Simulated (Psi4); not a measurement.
# [AlH3]− (SMILES [AlH3-]) at USVWN5/aug-cc-pVTZ

Aim: the vertical ionisation energy of [AlH3]− at USVWN5/aug-cc-pVTZ, from 2 runs. 

The calculation is run with Psi4 1.11.

## 1. The system as given

[AlH3]−: 4 atoms, total charge -1, spin state doublet. SMILES: `[AlH3-]`. Geometry: a GFN2-xTB relaxation, a rough one for these elements and not checked as a minimum.

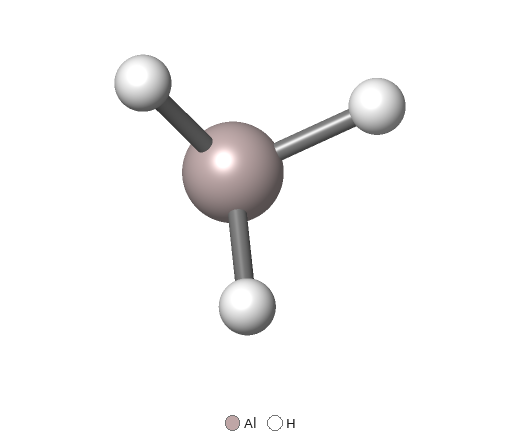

Viewed from a chosen angle; aluminium light grey, hydrogen white.

## 2. Energy and gradient at USVWN5/aug-cc-pVTZ

alh3.dat

```
memory 1600 mb

molecule mol {
  -1 2
  Al    -0.161060     0.455350    -0.307260
  H      0.471920     0.754070     1.224440
  H     -1.350110    -0.683860     0.050500
  H      1.039250    -0.525560    -0.967690
  symmetry c1
}

set basis aug-cc-pVTZ
set reference uks
set puream true
set e_convergence 1e-09
set d_convergence 1e-08
set scf_type pk
set dft_radial_points 99
set dft_spherical_points 590
set maxiter 200

energy_value, wavefunction = gradient("scf", dft_functional={"name": "SVWN5", "x_functionals": {"LDA_X": {}}, "c_functionals": {"LDA_C_VWN": {}}}, return_wfn=True)
```

On the command line:

```sh
psi4 -n 1 alh3.dat alh3.out
```

alh3.out:

```text
[...]
  Running in c1 symmetry.
[...]
  Nuclear repulsion =   12.860409124912710
[...]
  Multiplicity = 2
[...]
  Nalpha       = 9
  Nbeta        = 8
[...]
    Number of basis functions: 119
[...]
   @UKS iter   1:  -242.96183604025180   -2.70171e-01   3.31879e-03 DIIS/ADIIS
[...]
   @UKS iter  10:  -243.11670460708754   -2.68585e-11   4.82965e-09 DIIS
[...]
   @S^2 Observed:                7.514880327E-01
[...]
    Orbital Energies [Eh]
    ---------------------
    Alpha Occupied:
       1A    -54.909592     2A     -3.684027     3A     -2.316010
       4A     -2.312896     5A     -2.312894     6A     -0.164933
       7A     -0.046654     8A     -0.046633     9A      0.034245
    Alpha Virtual:
      10A      0.096101    11A      0.097696    12A      0.097697
      13A      0.114114    14A      0.153792    15A      0.153807
      16A      0.161345    17A      0.161349    18A      0.161631
      19A      0.170898    20A      0.170900    21A      0.184303
      22A      0.256147    23A      0.256163    24A      0.259638
      25A      0.290211    26A      0.313941    27A      0.313961
[...]
  @UKS Final Energy:  -243.11670460708754
   => Energetics <=
    Nuclear Repulsion Energy =             12.8604091249127102
    One-Electron Energy =                -367.7182651203761452
    Two-Electron Energy =                 130.4400952368476965
    DFT Exchange-Correlation Energy =     -18.6989438484718384
    Empirical Dispersion Energy =           0.0000000000000000
    VV10 Nonlocal Energy =                  0.0000000000000000
    Total Energy =                       -243.1167046070875415
[...]
 Multipole Moments:
 ------------------------------------------------------------------------------------
     Multipole            Electronic (a.u.)      Nuclear  (a.u.)        Total (a.u.)
 ------------------------------------------------------------------------------------
 L = 1.  Multiply by 2.5417464519 to convert [e a0] to [Debye]
 Dipole X            :         -0.6467121            0.5631659           -0.0835462
 Dipole Y            :          1.8300777           -1.5921867            0.2378910
 Dipole Z            :         -1.2338330            1.0743632           -0.1594698
 Magnitude           :                                                    0.2983332
[...]
  -Total Gradient:
     Atom            X                  Y                   Z
    ------   -----------------  -----------------  -----------------
       1       -0.007597999151     0.021690955700    -0.014504631390
       2        0.002721327461    -0.006778494083     0.005329505536
       3        0.001799610888    -0.007506261883     0.004858226779
       4        0.003077073564    -0.007406021532     0.004317152334
[...]
```

It took 20 s on 1 thread of Intel Xeon 6975P-C (Granite Rapids), shared host; peak memory 0.88 GiB.

## 3. Singlet neutral AlH3 at the same level

job.py

```python
import psi4

psi4.set_memory(1600000000)
psi4.set_num_threads(1)
psi4.core.set_output_file('alh3.out', False)

geom = psi4.geometry("""
Al    -0.161060     0.455350    -0.307260
H      0.471920     0.754070     1.224440
H     -1.350110    -0.683860     0.050500
H      1.039250    -0.525560    -0.967690
units angstrom
symmetry c1
no_reorient
no_com
""")

psi4.set_options({
    'basis': 'aug-cc-pVTZ',
    'puream': True,
    'e_convergence': 1e-09,
    'd_convergence': 1e-08,
    'scf_type': 'pk',
    'dft_radial_points': 99,
    'dft_spherical_points': 590,
})

e = psi4.gradient('scf', dft_functional={"name": "SVWN5", "x_functionals": {"LDA_X": {}}, "c_functionals": {"LDA_C_VWN": {}}})
print('gradient / Eh bohr^-1')
print(e.np.round(6))
for k, v in sorted(psi4.core.scalar_variables().items()):
    print(f'{k:45s} {v:18.10f}')
```

On the command line:

```sh
python job.py
```

alh3.out:

```text
[...]
  Running in c1 symmetry.
[...]
  Nuclear repulsion =   12.860409124912710
[...]
  Multiplicity = 1
[...]
  Nalpha       = 8
  Nbeta        = 8
[...]
    Number of basis functions: 119
[...]
   @RKS iter   1:  -242.97118976537047   -2.79525e-01   2.52350e-03 ADIIS/DIIS
[...]
   @RKS iter  10:  -243.05309071359397   -3.17186e-11   4.48890e-10 DIIS
[...]
    Orbital Energies [Eh]
    ---------------------
    Doubly Occupied:
       1A    -55.159160     2A     -3.931304     3A     -2.566355
       4A     -2.557783     5A     -2.557781     6A     -0.374207
       7A     -0.247603     8A     -0.247577
[...]
  @RKS Final Energy:  -243.05309071359397
   => Energetics <=
    Nuclear Repulsion Energy =             12.8604091249127102
    One-Electron Energy =                -363.9584742351580076
    Two-Electron Energy =                 126.5532934774845018
    DFT Exchange-Correlation Energy =     -18.5083190808331963
    Empirical Dispersion Energy =           0.0000000000000000
    VV10 Nonlocal Energy =                  0.0000000000000000
    Total Energy =                       -243.0530907135939742
[...]
 Multipole Moments:
 ------------------------------------------------------------------------------------
     Multipole            Electronic (a.u.)      Nuclear  (a.u.)        Total (a.u.)
 ------------------------------------------------------------------------------------
 L = 1.  Multiply by 2.5417464519 to convert [e a0] to [Debye]
 Dipole X            :          3.3393320           -3.6523115           -0.3129795
 Dipole Y            :         -9.4405992           10.3258415            0.8852423
 Dipole Z            :          6.3705683           -6.9676659           -0.5970976
 Magnitude           :                                                    1.1127155
[...]
  -Total Gradient:
     Atom            X                  Y                   Z
    ------   -----------------  -----------------  -----------------
       1       -0.021357508160     0.060581839850    -0.040753132353
       2        0.007806720471    -0.018665148003     0.015415523728
       3        0.004708036512    -0.021103026052     0.013547665750
       4        0.008842743031    -0.020813416972     0.011790146201
[...]
```

On the terminal:

```text
gradient / Eh bohr^-1
[[-0.021358  0.060582 -0.040753]
 [ 0.007807 -0.018665  0.015416]
 [ 0.004708 -0.021103  0.013548]
 [ 0.008843 -0.020813  0.01179 ]]
CURRENT ENERGY                                   -243.0530907136
CURRENT REFERENCE ENERGY                         -243.0530907136
DD SOLVATION ENERGY                                 0.0000000000
DFT FUNCTIONAL TOTAL ENERGY                      -243.0530907136
DFT TOTAL ENERGY                                 -243.0530907136
DFT VV10 ENERGY                                     0.0000000000
DFT XC ENERGY                                     -18.5083190808
GRID ELECTRONS ALPHA                                7.9999994569
GRID ELECTRONS BETA                                 7.9999994569
GRID ELECTRONS TOTAL                               15.9999989137
NUCLEAR REPULSION ENERGY                           12.8604091249
ONE-ELECTRON ENERGY                              -363.9584742352
PCM POLARIZATION ENERGY                             0.0000000000
PE ENERGY                                           0.0000000000
SCF ITERATION ENERGY                             -243.0530907136
SCF ITERATIONS                                     10.0000000000
SCF TOTAL ENERGY                                 -243.0530907136
TWO-ELECTRON ENERGY                               126.5532934775
XC GRID RADIAL POINTS                              99.0000000000
XC GRID SPHERICAL POINTS                          590.0000000000
XC GRID TOTAL POINTS                           228072.0000000000
```

It took 16 s on 1 thread of Intel Xeon 6975P-C (Granite Rapids), shared host; peak memory 0.88 GiB.

## 4. Outcome

At USVWN5/aug-cc-pVTZ:

| quantity | value |
| --- | --- |
| doublet [AlH3]−: total energy | -243.11670 Eh |
| doublet [AlH3]−: HOMO energy (highest over α and β) | 0.93 eV |
| doublet [AlH3]−: LUMO energy (lowest over α and β) | 1.85 eV |
| doublet [AlH3]−: ⟨S²⟩ | 0.751 |
| doublet [AlH3]−: largest force on an atom | 1.398 eV/Å |
| singlet neutral AlH3: total energy | -243.05309 Eh |
| singlet neutral AlH3: dipole moment | 2.83 D |
| singlet neutral AlH3: HOMO energy | -6.74 eV |
| singlet neutral AlH3: LUMO energy | -4.43 eV |
| singlet neutral AlH3: HOMO–LUMO gap | 2.30 eV |
| singlet neutral AlH3: largest force on an atom | 3.912 eV/Å |
| vertical detachment energy (to the singlet neutral) | 1.731 eV |

The vertical ionisation energy comes to 1.73 eV (167 kJ/mol). The largest force (doublet [AlH3]−) is 1.40 eV/Å: the shape isn't a stationary point for this species at this level. Only the singlet of the ionised species was computed; a triplet could lie lower. The HOMO (doublet [AlH3]−) lies at positive energy, 0.93 eV, as semi-local functionals often give for anions; only total energies tell whether the electron is bound.
